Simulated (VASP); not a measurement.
Band structure of MoS2 (space group P6_3/mmc). Calculation: PBE GGA, VASP's PBE PAW potentials (set 64) (plane waves; VASP).

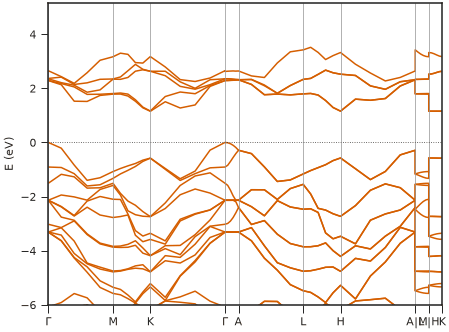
Figure. Bands along high-symmetry lines, zero at the valence-band maximum or, without a gap, the Fermi level

Task: Read the plot: is there a gap, and where are the band edges?

Result: The gap is indirect, 1.15 eV, from the valence maximum at Γ to the conduction minimum at K.

The structure comes from a computed database's MoS2 entry; how it stands against other phases isn't given here. The cell was not relaxed at this level.
